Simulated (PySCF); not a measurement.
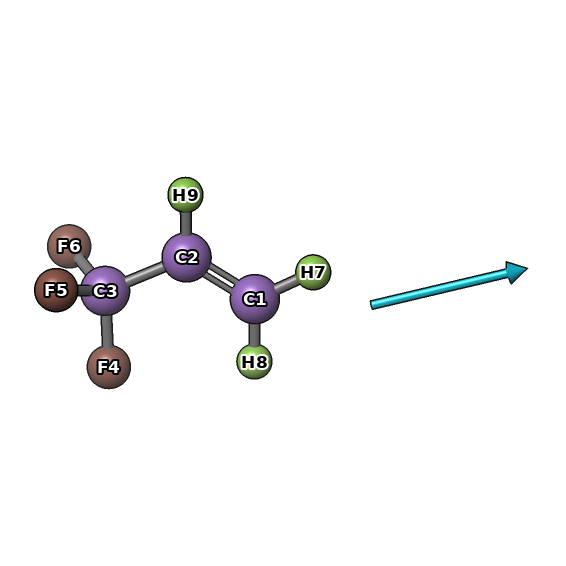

The arrow beside the molecule shows the direction of the dipole moment, from the negative to the positive end (its length means nothing). Computed geometry: PBE0-D3(BJ)/def2-SVP optimisation. No frequency run is at hand to confirm it as a minimum. Method: B3LYP/pcJ-1, gas phase (PySCF 2.14.0).

Estimate the dipole moment.

Answer. 2.34 D; it points from the side of F5, F6 to the side of H7 (the outermost atoms at the two ends).
